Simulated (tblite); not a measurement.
# C5H16GeOSi: the cost of one run

The runs use tblite 0.8.0 and PySCF 2.14.0, with density-fitted response routines of our own; the level of theory stands in each step. All values are computed, except where a source is named. Atoms are numbered from 0 throughout.

### Step 1. The starting structure

24 atoms, charge 0, multiplicity 1; geometry from: force field or distance geometry start.

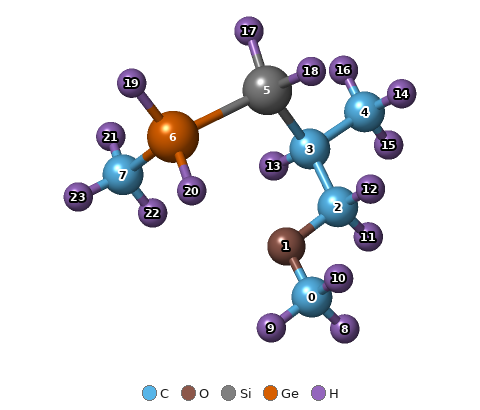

The starting geometry (carbon blue, oxygen brown, silicon grey, germanium orange, hydrogen purple), atoms numbered.

### Step 2. Geometry optimisation with GFN2-xTB

Job settings and geometry (Å):

```
{"job": {"kind": "relax", "xc": "GFN2-xTB", "basis": "xTB"}, "charge": 0, "multiplicity": 1}
C     -2.373200     1.327600    -1.085200
O     -1.155100     0.677700    -0.900800
C     -1.373300    -0.624700    -0.372300
C     -0.042400    -1.297500    -0.079500
C     -0.254700    -2.784200     0.276100
Si     0.849200    -0.454900     1.352900
Ge     1.549200     1.670700     0.742800
C      2.451100     1.573200    -0.970800
H     -3.023500     0.773500    -1.799800
H     -2.186800     2.331200    -1.512400
H     -2.914400     1.479700    -0.119300
H     -1.932000    -1.233600    -1.130800
H     -1.995800    -0.580400     0.568700
H      0.613900    -1.244500    -0.972400
H     -0.903000    -2.882600     1.168400
H     -0.738200    -3.304800    -0.572100
H      0.723500    -3.273000     0.467200
H      2.040600    -1.250400     1.710600
H     -0.035800    -0.367400     2.529200
H      2.530600     2.222600     1.820800
H      0.315600     2.610600     0.636500
H      3.313600     0.886800    -0.897600
H      1.743100     1.191200    -1.724700
H      2.786000     2.572800    -1.270200
```

The run is started by

```sh
$ OMP_NUM_THREADS=1 python probes_run.py task.json out
```

One launch serves the whole session: the jobs run in the order shown.

**Question.** How long does this first job take on 1 thread of Arm Neoverse V1, shared host, and how much memory does it need?

About 1.3 s, with a peak of 0.18 GiB.
